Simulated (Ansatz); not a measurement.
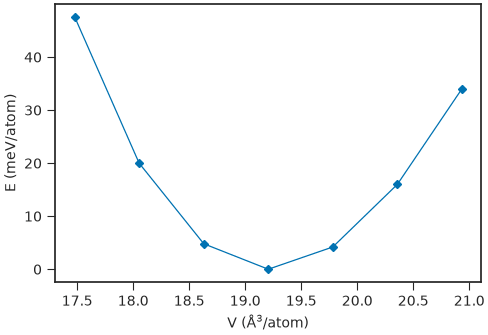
*AlP in space group P6_3/mmc (No. 194; Al on 2c, P on 2d) under volume change, plane-wave PAW PBE+D3(BJ) (Ansatz code), shape and atoms relaxed at each volume.*

Question: What does a third-order Birch–Murnaghan fit give for V₀, B₀ and B′?

Answer: V₀ = 19.21 Å³/atom, B₀ = 82.0 GPa, B′ = 4.5.

A made-up cell: these elements were put on the sites of a structure type; neither database checked (COD, Materials Project) lists it. It is not the phase usual at ambient conditions (space group No. 216). Symmetry was held in the PBE+D3(BJ) relaxation; whether a distortion lowers the energy is not shown.

Potentials: the earlier of the program's two PAW sets.
